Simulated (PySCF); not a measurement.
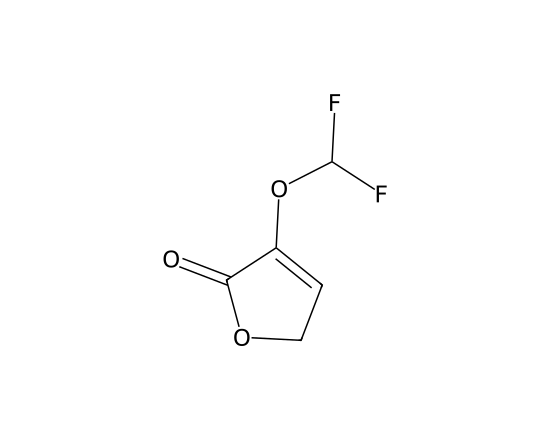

A structural formula.

> Give its SMILES.

O=C1OCC=C1OC(F)F

> What is the molecular formula?

C5H4F2O3.

> An optimisation with GFN2-xTB gave a structure of which point group?

C1. Other conformers may differ.

The parts below concern this one geometry. Atoms keep their numbers from picture to picture. The geometry was computed by an optimisation with GFN2-xTB. No frequency run is at hand to confirm it as a minimum.

**Shape**

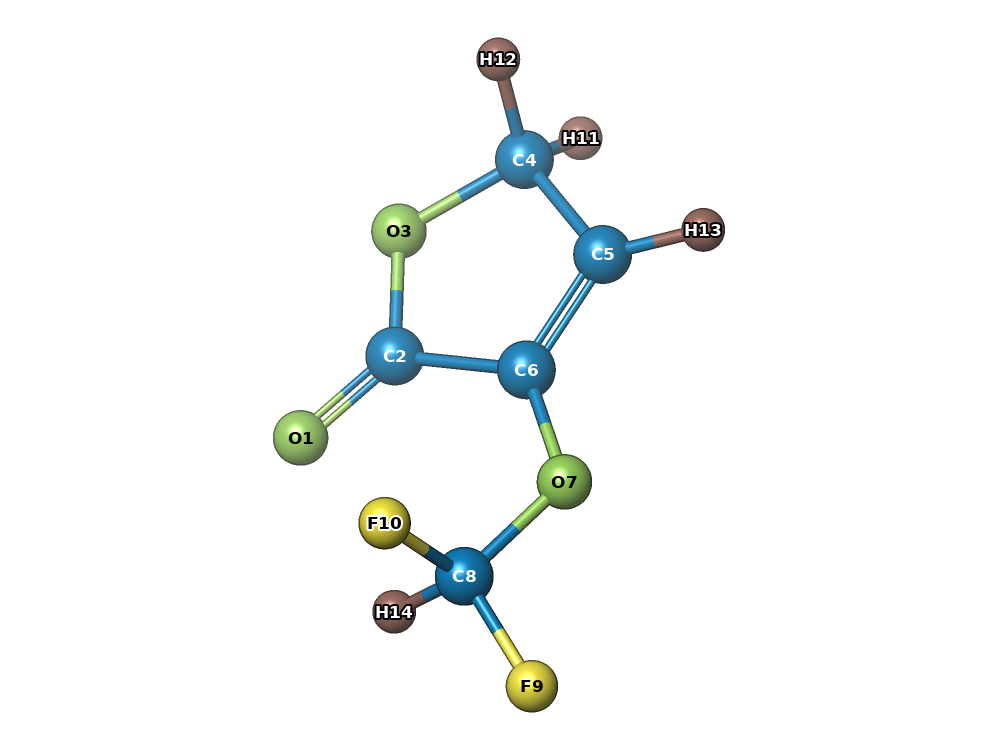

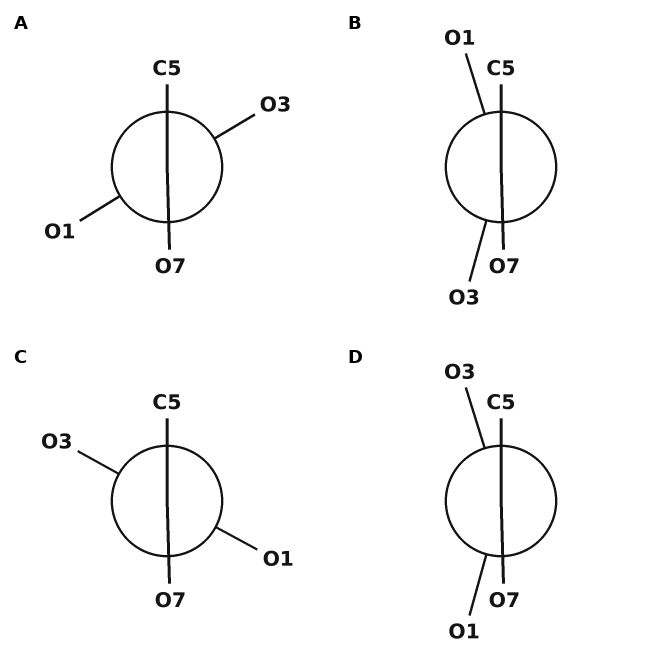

Distant atoms are faded towards the background colour. Bonds that would overlap in a projection are set slightly apart. No frequency run is at hand to confirm it as a minimum.

> Which Newman projection shows the view along C6–C2, with C6 in front?

D. The torsion angle O7–C6–C2–O3 is −179°, antiperiplanar (anti).

**Excitation**

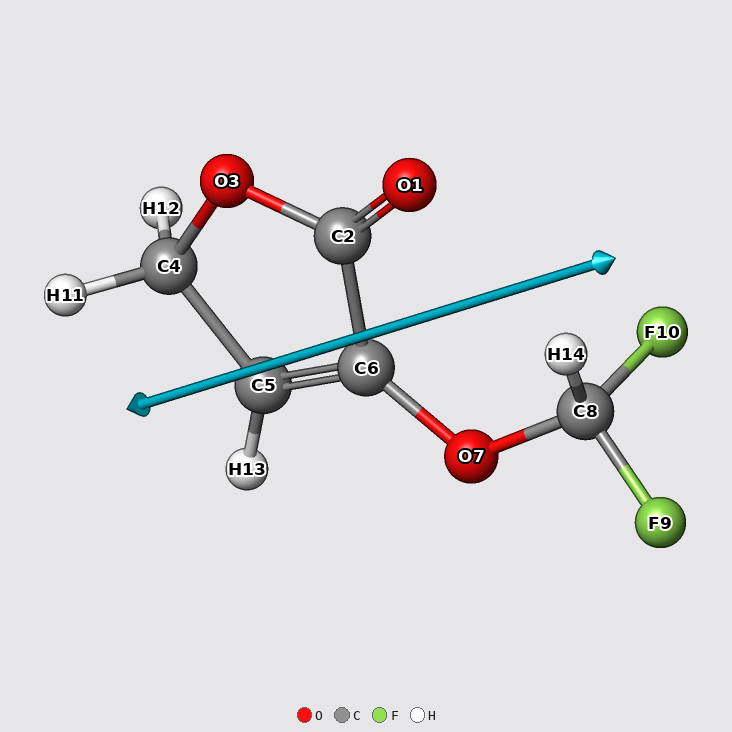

The double arrow shows the direction of the transition dipole to excited singlet state 2 (its length means nothing). No frequency run is at hand to confirm it as a minimum. Method: TDDFT PBE0/def2-SVPD, vertical, gas phase, core orbitals frozen in the response (PySCF 2.14.0).

> How is the transition polarised?

Nearly parallel to the C5–C6 bond.

> Give its energy, strength and character.

5.91 eV (210 nm), oscillator strength 0.25, mainly HOMO → LUMO (weight 0.83); transition dipole 3.35 D.

**NMR shielding**

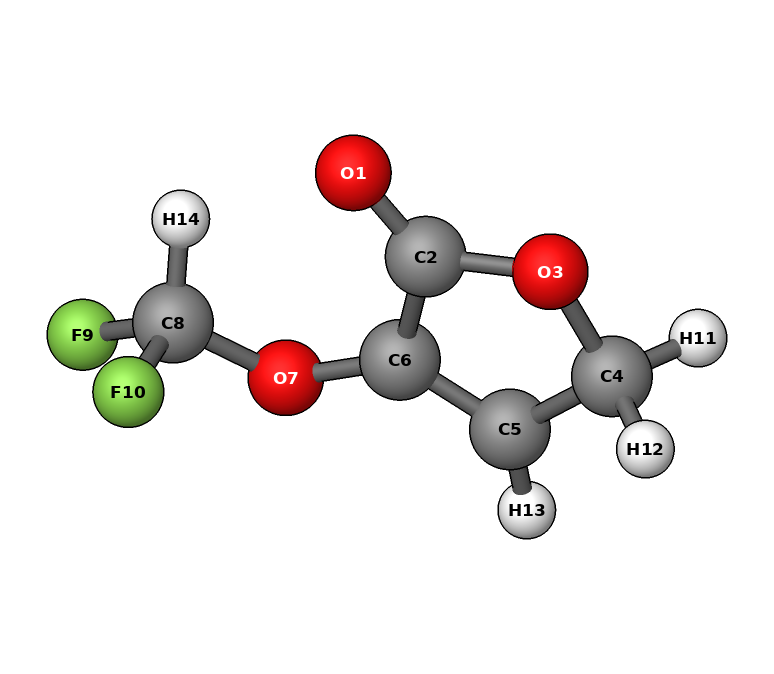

No frequency run is at hand to confirm it as a minimum. Level of theory: GIAO PBE0/pcSseg-1 NMR shielding, non-relativistic, gas phase (PySCF 2.14.0). Principal shieldings σ11 ≤ σ22 ≤ σ33, span Ω = σ33 − σ11, skew κ = 3(σiso − σ22)/Ω.

> Which C atom has the most anisotropic shielding?

C5, with a span of 199 ppm.

Give the shielding tensors of the C atoms.

```json
{"atom": "C2", "σ11": "−76.2", "σ22": "51.1", "σ33": "72.4", "σiso": "15.8", "Ω": "148.6", "κ": "−0.71"}
{"atom": "C4", "σ11": "98.0", "σ22": "102.0", "σ33": "149.8", "σiso": "116.6", "Ω": "51.8", "κ": "0.85"}
{"atom": "C5", "σ11": "−47.0", "σ22": "57.2", "σ33": "151.7", "σiso": "54.0", "Ω": "198.8", "κ": "−0.05"}
{"atom": "C6", "σ11": "−60.5", "σ22": "69.8", "σ33": "99.5", "σiso": "36.3", "Ω": "160.0", "κ": "−0.63"}
{"atom": "C8", "σ11": "49.3", "σ22": "67.1", "σ33": "83.2", "σiso": "66.5", "Ω": "33.9", "κ": "−0.05"}
```

Shieldings and span in ppm.

**Polarisability**

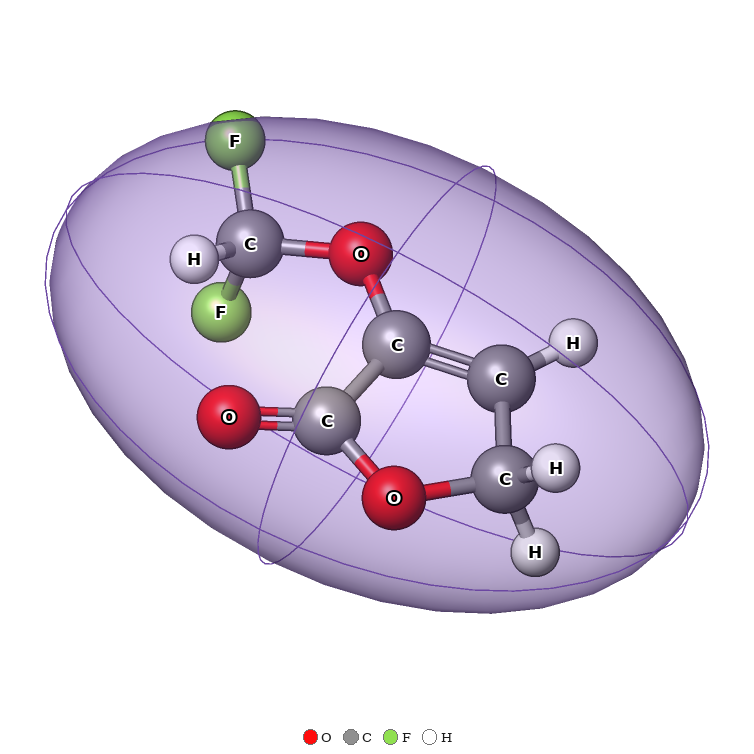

The ellipsoid shows the static dipole polarisability: its half-axes are proportional to the principal values. No frequency run is at hand to confirm it as a minimum. Method: PBE0/def2-SVPD (PySCF 2.14.0).

> Give the principal values, the mean and the anisotropy.

Principal values 49.2, 65.9, 94.4 bohr³; mean 69.8 bohr³ (10.35 Å³); anisotropy 39.6 bohr³, so the longest axis is 1.92 times the shortest.
